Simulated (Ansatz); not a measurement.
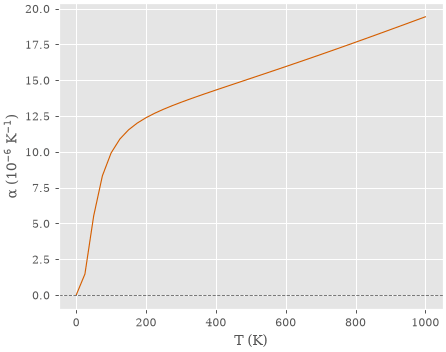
*Linear thermal expansion of Sn2Pt in space group Fm-3m (No. 225) from quasi-harmonic lattice dynamics, DFT at the PBEsol level (Ansatz, a program for electronic structure)*

The cell is a database entry relaxed within its symmetry; it need not be the phase found at ambient conditions. The run noted for some of its cells that some bands missed the eigensolver's tolerance. Spin-orbit coupling is not included.

Read off α at 900 K, and say whether it is negative anywhere.

About 19 × 10⁻⁶ K⁻¹. It is not negative in the range shown.
